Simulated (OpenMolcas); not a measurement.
**One shape, several levels: GeH2Cl2O (SMILES [OH][GeH]([Cl])[Cl])**

Wanted: a comparison of 6 runs (HF/cc-pVDZ, B3LYP/cc-pVDZ, M06-2X/cc-pVDZ, PBE0/cc-pVDZ, SVWN5/cc-pVDZ, MP2/cc-pVDZ) of GeH2Cl2O. 

The calculation is run with OpenMolcas 26.06.

## Step 1: The structure to begin with

GeH2Cl2O: 6 atoms, total charge 0, spin state singlet. As SMILES, `[OH][GeH]([Cl])[Cl]`. The coordinates come from a PBE0-D4/def2-TZVP relaxation. This is one conformer, not always the lowest.

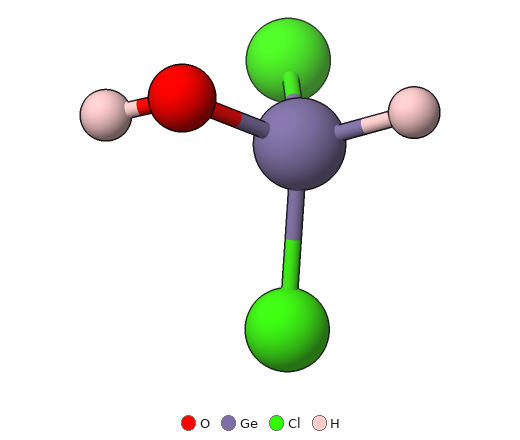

Viewed from a chosen angle; oxygen red, germanium purple, chlorine green, hydrogen pink.

## Step 2: Energy and gradient at HF/cc-pVDZ (run 1)

Contents of mol.input:

```
* Cl2GeH2O Hartree-Fock

&gateway
  baslib=$CurrDir
  coord
  6
  bohr
  O     -0.30424591     2.43963643    -1.16066979
  Ge    -0.12358809    -0.28119125     0.71601723
  Cl     3.68213135    -1.63007776     0.79689751
  Cl    -2.36669300    -3.21366825    -0.92105251
  H      0.23886138     2.17696450    -2.87427344
  H     -1.04690827     0.38720488     3.35558668
  basis=cc-pVDZ
  group=NoSym

&seward

&scf
  thresholds=1e-10 1e-07 1e-07 1e-05
  prorbitals=1 1

&alaska
```

The basis set cc-pVDZ is read from a file made from the Basis Set Exchange's data (not shown).

On the command line:

```
$ export MOLCAS_MEM=1860
$ pymolcas mol.input > mol.log
```

Log:

```text
--- Start Module: gateway ---
[...]
--- Stop Module: gateway /rc=_RC_ALL_IS_WELL_ ---
[...]
      Basis functions           87
[...]
--- Start Module: scf ---
[...]
       Convergence after  14 Iterations
[...]
::    Total SCF energy                              -3070.4886906578
[...]
      Total spin, S                                     0.0000000000
[...]
      Total electronic charge=   76.000000
      Total            charge=   -0.000000
[...]
      Dipole Moment (debye):
      Origin of the operator (angstrom)=    0.1019   -0.4857    0.0997
                   X= -1.9279E-01               Y=  6.8557E-01               Z=  1.1125E-02           Total=  7.1225E-01
      Quadrupole Moment (debye*angstrom):
[...]
--- Stop Module: scf /rc=_RC_ALL_IS_WELL_ ---
[...]
--- Start Module: alaska ---
[...]
 *              Molecular gradients               *
 **************************************************
  Irreducible representation: a
 ------------------------------------------------------------------------------------------
                              X                       Y                       Z
 ------------------------------------------------------------------------------------------
  O1               -5.59244309480977E-03    6.44495731200578E-03    1.41977640011799E-02
  GE2               3.69361709551974E-03   -7.15185080027503E-03   -6.44109612501254E-03
  CL3              -4.05798734996665E-03    1.14639923594240E-03   -1.25336027174683E-04
  CL4               2.54123377544246E-03    2.86332904459385E-03    1.72348387899746E-03
  H5                4.71939582552316E-03   -4.89221944117225E-03   -1.25280471017444E-02
  H6               -1.30381625135856E-03    1.58938464868230E-03    3.17323137378978E-03
 ------------------------------------------------------------------------------------------
[...]
```

It took 9.9 s on 1 thread of Arm Neoverse V2, shared host; peak memory 0.48 GiB.

## Step 3: Energy and gradient at B3LYP/cc-pVDZ (run 2)

Contents of calc.input:

```
&gateway
  baslib=$CurrDir
  coord
  6
  angstrom
  O       -0.161000       1.291000      -0.614200
  Ge      -0.065400      -0.148800       0.378900
  Cl       1.948500      -0.862600       0.421700
  Cl      -1.252400      -1.700600      -0.487400
  H        0.126400       1.152000      -1.521000
  H       -0.554000       0.204900       1.775700
  basis=cc-pVDZ
  group=NoSym

&seward
  gridinput
  Grid=UltraFine
  End of Grid

&scf
  ksdft=B3LYP
  thresholds=1e-10 1e-07 1e-07 1e-05
  prorbitals=1 2

&alaska
```

The basis set cc-pVDZ is read from a file made from the Basis Set Exchange's data (not shown).

On the command line:

```
$ export MOLCAS_MEM=1860
$ pymolcas calc.input > calc.log
```

Log:

```text
--- Start Module: gateway ---
[...]
--- Stop Module: gateway /rc=_RC_ALL_IS_WELL_ ---
[...]
      Basis functions           87
[...]
--- Start Module: scf ---
[...]
       Convergence after  13 Iterations
[...]
::    Total KS-DFT energy                           -3073.9873003039
[...]
      Total spin, S                                     0.0000000000
[...]
      Total electronic charge=   76.000000
      Total            charge=   -0.000000
[...]
      Dipole Moment (debye):
      Origin of the operator (angstrom)=    0.1019   -0.4857    0.0997
                   X= -1.6944E-01               Y=  7.6164E-01               Z= -1.3829E-01           Total=  7.9242E-01
      Quadrupole Moment (debye*angstrom):
[...]
--- Stop Module: scf /rc=_RC_ALL_IS_WELL_ ---
[...]
--- Start Module: alaska ---
[...]
 *              Molecular gradients               *
 **************************************************
  Irreducible representation: a
 ------------------------------------------------------------------------------------------
                              X                       Y                       Z
 ------------------------------------------------------------------------------------------
  O1                3.81938573336527E-03   -1.38927981751209E-02   -7.82554258428547E-04
  GE2               2.80908022800297E-03   -3.65034402850739E-04   -9.51187353699368E-03
  CL3              -1.27238025449898E-02    4.46744822445133E-03   -8.89753468675814E-04
  CL4               7.81775217117087E-03    9.83562395718707E-03    4.92146531969695E-03
  H5               -2.55116013415968E-03    1.10522904571358E-03    8.10293079107538E-03
  H6                8.28744546416349E-04   -1.15046864928781E-03   -1.84021484662900E-03
 ------------------------------------------------------------------------------------------
[...]
```

Run time: 31 s. Hardware: 1 thread of Arm Neoverse V2, shared host; peak memory 0.48 GiB.

## Step 4: Energy and forces at M06-2X/cc-pVDZ (run 3)

Contents of geom.xyz:

```xyz
6

O     -0.161000     1.291000    -0.614200
Ge    -0.065400    -0.148800     0.378900
Cl     1.948500    -0.862600     0.421700
Cl    -1.252400    -1.700600    -0.487400
H      0.126400     1.152000    -1.521000
H     -0.554000     0.204900     1.775700
```

Contents of calc.inp:

```
&GATEWAY
  BasLib
  $CurrDir
  Coord
  geom.xyz
  Basis
  cc-pVDZ
  Group
  NoSym

&SEWARD
  GridInput
  Grid=UltraFine
  End of Grid

&SCF
  KSDFT
  M062X
  Thresholds
  1e-10 1e-07 1e-07 1e-05
  PrOrbitals
  1 2

&ALASKA
```

The basis set cc-pVDZ is read from a file made from the Basis Set Exchange's data (not shown).

On the command line:

```
$ export MOLCAS_MEM=1860
$ pymolcas calc.inp > calc.log
```

Log:

```text
--- Start Module: gateway ---
[...]
--- Stop Module: gateway /rc=_RC_ALL_IS_WELL_ ---
[...]
      Basis functions           87
[...]
--- Start Module: scf ---
[...]
       Convergence after  13 Iterations
[...]
::    Total KS-DFT energy                           -3073.8663226102
[...]
      Total spin, S                                     0.0000000000
[...]
      Total electronic charge=   76.000000
      Total            charge=   -0.000000
[...]
      Dipole Moment (debye):
      Origin of the operator (angstrom)=    0.1019   -0.4857    0.0997
                   X= -1.7731E-01               Y=  7.4569E-01               Z= -9.7138E-02           Total=  7.7261E-01
      Quadrupole Moment (debye*angstrom):
[...]
--- Stop Module: scf /rc=_RC_ALL_IS_WELL_ ---
[...]
--- Start Module: alaska ---
[...]
 *              Molecular gradients               *
 **************************************************
  Irreducible representation: a
 ------------------------------------------------------------------------------------------
                              X                       Y                       Z
 ------------------------------------------------------------------------------------------
  O1                1.91383329745065E-03   -6.94885427538594E-03   -3.70526229060530E-04
  GE2               2.24546384256463E-03   -5.99679608217940E-04   -7.35081048453168E-03
  CL3              -6.78880972077422E-03    2.67579736583023E-03   -1.14696586011487E-04
  CL4               3.85732120971483E-03    5.44568625144137E-03    2.88620744560930E-03
  H5               -1.71075249838326E-03   -4.52632321986696E-04    6.51391304492499E-03
  H6                4.82943869184904E-04   -1.20317411690163E-04   -1.56408719084133E-03
 ------------------------------------------------------------------------------------------
[...]
```

It took 40 s on 1 thread of Arm Neoverse V2, shared host; peak memory 0.48 GiB.

Runs 4 to 5 aren't shown in full; the table further down has their settings and results.

## Step 5: The energy at MP2/cc-pVDZ (run 6)

Contents of job.input:

```
* Cl2GeH2O MP2
>>> EXPORT MOLCAS_PRINT=2

&GATEWAY
 BasLib
 $CurrDir
 Coord
 6
 angstrom
 O       -0.161000       1.291000      -0.614200
 Ge      -0.065400      -0.148800       0.378900
 Cl       1.948500      -0.862600       0.421700
 Cl      -1.252400      -1.700600      -0.487400
 H        0.126400       1.152000      -1.521000
 H       -0.554000       0.204900       1.775700
 Basis
 cc-pVDZ
 Group
 NoSym

&SEWARD

&SCF
 Thresholds
 1e-10 1e-07 1e-07 1e-05
 PrOrbitals
 1 1

&MBPT2
 Frozen
 20
```

The basis set cc-pVDZ is read from a file made from the Basis Set Exchange's data (not shown).

On the command line:

```
$ export MOLCAS_MEM=1860
$ pymolcas job.input > job.log
```

Log:

```text
--- Start Module: gateway ---
[...]
--- Stop Module: gateway /rc=_RC_ALL_IS_WELL_ ---
[...]
      Basis functions           87
[...]
--- Start Module: scf ---
[...]
       Convergence after  13 Iterations
[...]
::    Total SCF energy                              -3070.4886906578
[...]
      Total spin, S                                     0.0000000000
[...]
      Total electronic charge=   76.000000
      Total            charge=   -0.000000
[...]
      Dipole Moment (debye):
      Origin of the operator (angstrom)=    0.1019   -0.4857    0.0997
                   X= -1.9279E-01               Y=  6.8557E-01               Z=  1.1125E-02           Total=  7.1225E-01
      Quadrupole Moment (debye*angstrom):
[...]
--- Stop Module: scf /rc=_RC_ALL_IS_WELL_ ---
[...]
--- Start Module: mbpt2 ---
[...]
WARNING!
Default frozen orbitals as non valence orbitals is overwritten by user input.
Default values:  25
[...]
       Reference weight ( Cref**2 )         =        0.83729
::    Total MBPT2 energy                            -3071.0551541108
[...]
      Total MBPT2 calculations                           0.31      0.33
--- Stop Module: mbpt2 /rc=_RC_ALL_IS_WELL_ ---
[...]
```

Wall time 6.3 s (1 thread of Arm Neoverse V2, shared host); peak memory 0.48 GiB.

## Step 6: The series

```
run           level  integration grid      task   energy (Eh)  dipole moment (D) of the reference  HOMO energy (eV)  LUMO energy (eV)  wall time
  1      HF/cc-pVDZ                 –  gradient  -3070.488691                                0.71            -12.60              3.29      9.9 s
  2   B3LYP/cc-pVDZ         UltraFine  gradient  -3073.987300                                0.79             -8.74             -0.95       31 s
  3  M06-2X/cc-pVDZ         UltraFine  gradient  -3073.866323                                0.77            -10.47              0.64       40 s
  4    PBE0/cc-pVDZ         UltraFine  gradient  -3073.275886                                0.82             -9.10             -0.68       33 s
  5   SVWN5/cc-pVDZ         UltraFine  gradient  -3067.257423                                0.85             -7.60             -1.87       23 s
  6     MP2/cc-pVDZ                 –    energy  -3071.055154                                0.71            -12.60              3.29      6.3 s
```

## Step 7: Results

```
                                           quantity           value
                                run 6: total energy  -3071.05515 Eh
          run 6: dipole moment (mean-field density)          0.71 D
         run 6: HOMO energy (Hartree–Fock orbitals)       -12.60 eV
         run 6: LUMO energy (Hartree–Fock orbitals)         3.29 eV
       run 6: HOMO–LUMO gap (Hartree–Fock orbitals)        15.89 eV
run 6: correlation energy (20 core orbitals frozen)      -566.5 mEh
```

In words: Over runs 1, 2, 3, 4, 5 the dipole moment (its size) runs from 0.71 D (HF/cc-pVDZ) to 0.85 D (SVWN5/cc-pVDZ). Over runs 1, 2, 3, 4, 5 the HOMO–LUMO gap runs from 5.73 eV (SVWN5/cc-pVDZ) to 15.89 eV (HF/cc-pVDZ). Exact exchange widens orbital gaps. Totals of different functionals can't be ranked against each other. All runs together took 2.4 min, the longest 40 s.
